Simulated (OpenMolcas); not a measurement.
**triplet CH7BNP: levels of theory compared**

We compute a comparison of 6 runs (UB3LYP/6-31G*, U-r2SCAN/def2-SVP, U-revPBE/def2-SVP, UB3LYP/def2-SVP, UM06-L/def2-SVP, USVWN5/def2-SVP) of triplet CH7BNP. 

The calculation is run with OpenMolcas 26.06.

## Step 1: The system as given

CH7BNP has 11 atoms, charge 0, and is taken as a triplet. SMILES of the parent species: `CB(N)P`. The coordinates come from a PBE0-D4/def2-TZVP relaxation. This is one conformer, not always the lowest. That shape belongs to the parent species and isn't relaxed for this state.

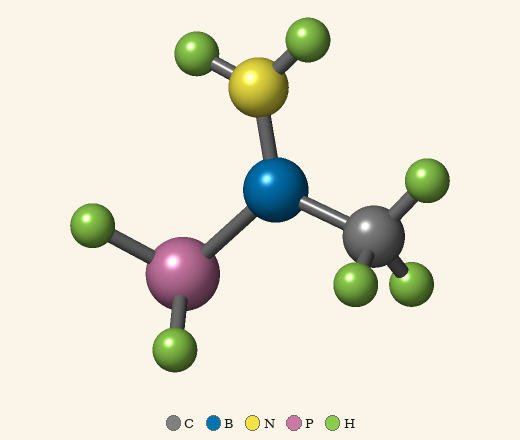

The structure, seen from a chosen angle (carbon grey, boron blue, nitrogen yellow, phosphorus pink, hydrogen green).

## Step 2: The energy at UB3LYP/6-31G(d) (spherical functions) (run 1)

The input, test.input:

```
>>> EXPORT MOLCAS_PRINT=2
&GATEWAY
BasLib
$CurrDir
Coord
11
angstrom
C       -1.093200       0.922600      -0.128000
B        0.002900      -0.179800       0.111900
N        0.427100      -0.495900       1.401400
P        0.670900      -1.204900      -1.389100
H       -1.903500       0.553200      -0.763700
H       -1.537000       1.299300       0.798300
H       -0.659600       1.776600      -0.659200
H        1.134100      -1.179200       1.611000
H        0.043300      -0.049800       2.218400
H        2.007200      -1.393300      -0.948800
H        0.973300      -0.105700      -2.231400
Basis
6-31Gs
Group
NoSym
&SEWARD
GridInput
Grid=UltraFine
End of Grid
&SCF
UHF
Spin
3
KSDFT
B3LYP
Thresholds
1e-10 1e-07 1e-07 1e-05
PrOrbitals
1
```

The basis set 6-31G* is read from a file made from the Basis Set Exchange's data (not shown).

Launch:

```console
export MOLCAS_MEM=1860
pymolcas test.input > test.log
```

What it wrote:

```text
--- Start Module: gateway ---
[...]
--- Stop Module: gateway /rc=_RC_ALL_IS_WELL_ ---
--- Start Module: seward ---
[...]
      Basis functions           74
--- Stop Module: seward /rc=_RC_ALL_IS_WELL_ ---
[...]
--- Start Module: scf ---
[...]
       Convergence after  29 Iterations
[...]
::    Total KS-DFT energy                            -463.1200498711
[...]
      Total spin, S                                     1.0009968925
[...]
      Total electronic charge=   40.000000
      Total            charge=   -0.000000
[...]
      Dipole Moment (debye):
      Origin of the operator (angstrom)=    0.1830   -0.4566   -0.3156
                   X=  7.5554E-01               Y= -7.1746E-01               Z=  8.7543E-01           Total=  1.3609E+00
      Quadrupole Moment (debye*angstrom):
[...]
--- Stop Module: scf /rc=_RC_ALL_IS_WELL_ ---
[...]
```

Run time: 92 s. Hardware: 1 thread of AMD EPYC 7R43 (Zen 3), shared host; peak memory 0.42 GiB.

## Step 3: The energy at U-r2SCAN/def2-SVP (run 2)

The input, coord.xyz:

```xyz
11

C     -1.093200     0.922600    -0.128000
B      0.002900    -0.179800     0.111900
N      0.427100    -0.495900     1.401400
P      0.670900    -1.204900    -1.389100
H     -1.903500     0.553200    -0.763700
H     -1.537000     1.299300     0.798300
H     -0.659600     1.776600    -0.659200
H      1.134100    -1.179200     1.611000
H      0.043300    -0.049800     2.218400
H      2.007200    -1.393300    -0.948800
H      0.973300    -0.105700    -2.231400
```

The input, job.inp:

```
* CH7BNP Kohn-Sham DFT

&gateway
  baslib=$CurrDir
  coord=coord.xyz
  basis=def2-SVP
  group=NoSym

&seward
  gridinput
  Grid=UltraFine
  End of Grid

&scf
  uhf
  spin=3
  ksdft=2
  1.0 MGGA_X_R2SCAN
  1.0 MGGA_C_R2SCAN
  thresholds=1e-10 1e-07 1e-07 1e-05
  prorbitals=1 1
```

The basis set def2-SVP is read from a file made from the Basis Set Exchange's data (not shown).

Launch:

```console
export MOLCAS_MEM=1860
pymolcas job.inp > job.log
```

What it wrote:

```text
--- Start Module: gateway ---
[...]
--- Stop Module: gateway /rc=_RC_ALL_IS_WELL_ ---
--- Start Module: seward ---
[...]
      Basis functions           95
--- Stop Module: seward /rc=_RC_ALL_IS_WELL_ ---
[...]
--- Start Module: scf ---
[...]
       Convergence after  26 Iterations
[...]
::    Total KS-DFT energy                            -462.8359428650
[...]
      Total spin, S                                     1.0023312897
[...]
      Total electronic charge=   40.000000
      Total            charge=   -0.000000
[...]
      Dipole Moment (debye):
      Origin of the operator (angstrom)=    0.1830   -0.4566   -0.3156
                   X=  7.5109E-01               Y= -1.0477E+00               Z=  7.2290E-01           Total=  1.4779E+00
      Quadrupole Moment (debye*angstrom):
[...]
--- Stop Module: scf /rc=_RC_ALL_IS_WELL_ ---
[...]
```

Wall time 2.4 min (1 thread of AMD EPYC 7R43 (Zen 3), shared host); peak memory 0.52 GiB.

Runs 3 to 5 aren't shown in full; the table further down has their settings and results.

## Step 4: The energy at USVWN5/def2-SVP (run 6)

The input, calc.inp:

```
&GATEWAY
BasLib = $CurrDir
BasisSet
C.def2-SVP....
C1 -1.093200 0.922600 -0.128000 angstrom
End of Basis
BasisSet
B.def2-SVP....
B2 0.002900 -0.179800 0.111900 angstrom
End of Basis
BasisSet
N.def2-SVP....
N3 0.427100 -0.495900 1.401400 angstrom
End of Basis
BasisSet
P.def2-SVP....
P4 0.670900 -1.204900 -1.389100 angstrom
End of Basis
BasisSet
H.def2-SVP....
H5 -1.903500 0.553200 -0.763700 angstrom
H6 -1.537000 1.299300 0.798300 angstrom
H7 -0.659600 1.776600 -0.659200 angstrom
H8 1.134100 -1.179200 1.611000 angstrom
H9 0.043300 -0.049800 2.218400 angstrom
H10 2.007200 -1.393300 -0.948800 angstrom
H11 0.973300 -0.105700 -2.231400 angstrom
End of Basis
&SEWARD
GridInput
Grid=UltraFine
End of Grid
&SCF
UHF
Spin = 3
KSDFT = SVWN5
Thresholds = 1e-10 1e-07 1e-07 1e-05
PrOrbitals = 1
```

The basis set def2-SVP is read from a file made from the Basis Set Exchange's data (not shown).

Launch:

```console
export MOLCAS_MEM=1860
pymolcas calc.inp > calc.log
```

What it wrote:

```text
--- Start Module: gateway ---
[...]
--- Stop Module: gateway /rc=_RC_ALL_IS_WELL_ ---
--- Start Module: seward ---
[...]
      Basis functions           95
--- Stop Module: seward /rc=_RC_ALL_IS_WELL_ ---
[...]
--- Start Module: scf ---
[...]
       Convergence after  29 Iterations
[...]
::    Total KS-DFT energy                            -460.5387995464
[...]
      Total spin, S                                     1.0005343513
[...]
      Total electronic charge=   40.000000
      Total            charge=   -0.000000
[...]
      Dipole Moment (debye):
      Origin of the operator (angstrom)=    0.1830   -0.4566   -0.3156
                   X=  6.7229E-01               Y= -7.8322E-01               Z=  1.3246E+00           Total=  1.6793E+00
      Quadrupole Moment (debye*angstrom):
[...]
--- Stop Module: scf /rc=_RC_ALL_IS_WELL_ ---
[...]
```

Run time: 63 s. Hardware: 1 thread of AMD EPYC 7R43 (Zen 3), shared host; peak memory 0.52 GiB.

## Step 5: The series

```csv
run,level,energy (Eh),dipole moment (D),HOMO energy (eV),⟨S²⟩,wall time
1,UB3LYP/6-31G* (spherical functions),-463.120050,1.36,-1.25,2.003,92 s
2,U-r2SCAN/def2-SVP,-462.835943,1.48,-0.99,2.007,2.4 min
3,U-revPBE/def2-SVP,-462.838044,1.64,-0.78,2.003,1.8 min
4,UB3LYP/def2-SVP,-462.958173,1.48,-1.41,2.004,1.9 min
5,UM06-L/def2-SVP,-462.918340,1.72,-0.72,2.007,2.6 min
6,USVWN5/def2-SVP,-460.538800,1.68,-0.82,2.002,63 s
```

## Step 6: Results

| quantity | value |
| --- | --- |
| run 6: total energy | -460.53880 Eh |
| run 6: dipole moment | 1.68 D |
| run 6: HOMO energy (highest over α and β) | -0.82 eV |
| run 6: ⟨S²⟩ | 2.002 |

The dipole moment (its size) runs from 1.36 D (UB3LYP/6-31G*) to 1.72 D (UM06-L/def2-SVP). The two ends differ in method and basis. Totals of different functionals can't be ranked against each other. All runs together took 11 min, the longest 2.6 min.
